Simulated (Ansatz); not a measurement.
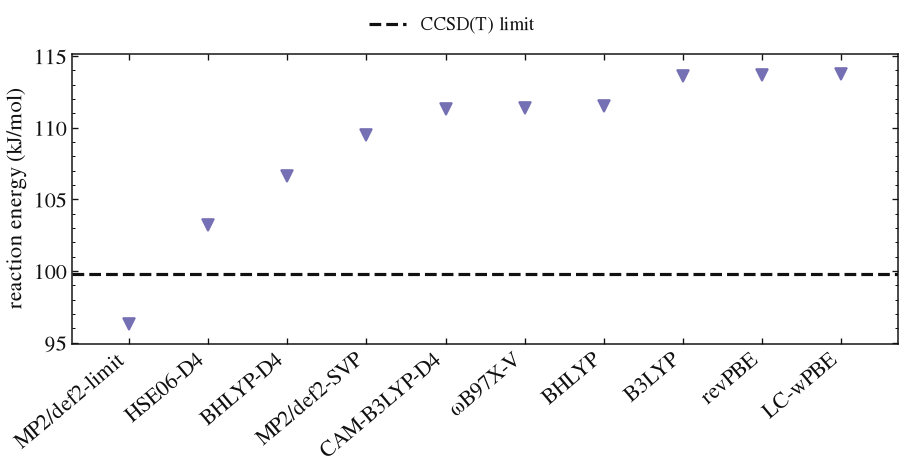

Electronic reaction energy of HfCl₂F₂ ([F][Hf]([F])([Cl])[Cl]) + NH₃ (N) → HfNH₂Cl₂F ([NH2][Hf]([F])([Cl])[Cl]) + HF (F) (SMILES in brackets) at several levels (functionals in def2-TZVPP unless a basis is named), isolated molecules at PBE0-D4 triple-zeta geometries, minima by their frequencies, no zero-point or thermal terms, the Ansatz code 0.2.0. The line is frozen-core CCSD(T) at the basis limit (MP2 extrapolated from triple and quadruple zeta, plus CCSD(T) less MP2 in a smaller set). No dispersion term is added to BHLYP, B3LYP, revPBE and LC-wPBE. The distance of MP2/def2-SVP to the limit includes basis error. Core potentials past Kr.

Question: Which level comes closest to the line (CCSD(T) limit), and which misses most?

Answer: Closest HSE06-D4 (103.2 kJ/mol), against 99.8 kJ/mol; farthest LC-wPBE (113.8 kJ/mol).

Question: What do zero-point energy and temperature add?

Answer: Zero-point change −6.9 kJ/mol; at 298.15 K and 1 bar the CCSD(T) limit plus thermal terms gives an enthalpy of reaction of 94.7 and a free energy of 92.5 kJ/mol (harmonic PBE0-D4 modes, ideal gas).

Known limits of this run: outer-core shells are correlated without core-valence functions, which makes the correlated values less sure; spin-orbit coupling is left out, and with Hf it can shift these values.
